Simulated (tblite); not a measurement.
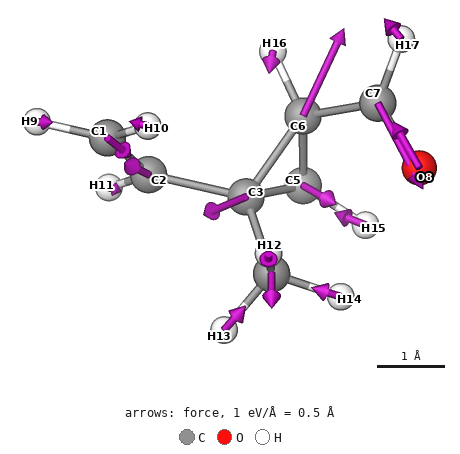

Starting geometry of C7H9O (multiplicity 2) with the computed forces as purple arrows. A ball-and-stick model, seen face on.

Level of theory: GFN2-xTB geometry optimisation, gas phase in tblite 0.8.0. 

Q: What follows when this structure is relaxed?

A: It isn't relaxed: the largest force vector, on a C atom, is 3.00 eV/Å. The final displacements have little in common with the starting forces (cosine between the two patterns 0.10). The atom that moves furthest after the best rigid fit is an H atom (1.66 Å). By element the largest moves are H 1.66 Å, C 0.65 Å, O 0.59 Å. Some distances before and after: C–C 1.494 → 1.588 Å, C–H 1.112 → 1.071 Å, C–H 1.125 → 1.088 Å, C–O 1.242 → 1.207 Å. Among the angles between lasting bonds that change: C–C–H 125.2° → 113.3°, C–C–H 114.8° → 126.5°, C–C–H 118.3° → 128.4°. Groups turn about C–C by about 65°. The energy falls by 64.2 kJ/mol in 155 geometry steps.
